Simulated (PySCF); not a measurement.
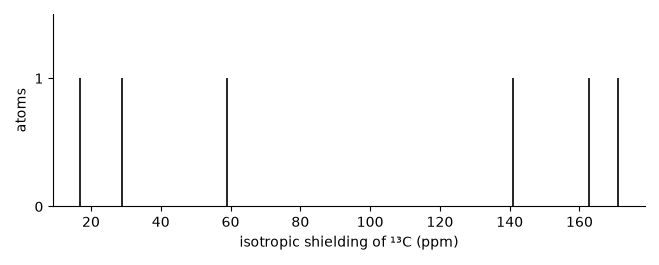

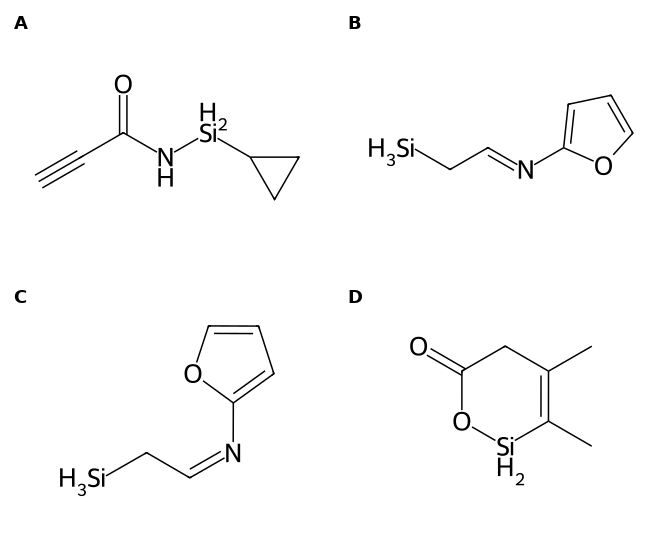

The sticks are computed shieldings of one of the molecules, for one fixed geometry (GFN2-xTB) without averaging over rotations. Low shielding means a high chemical shift. Method: GIAO PBE0/pcSseg-1 NMR shielding, non-relativistic, gas phase (PySCF 2.14.0).

Question: Match the spectrum to a structure.

Answer: D, `CC1=C(C)[SiH2]OC(=O)C1`. Its 6 C atoms give lines at 16.9, 29.0, 58.9, 140.8, 162.8, 170.9 ppm.

The geometry is semi-empirical. Around Si such bond lengths and angles can be off by a tenth of an ångström or more and by several degrees, and values that hang on the shape move with them.
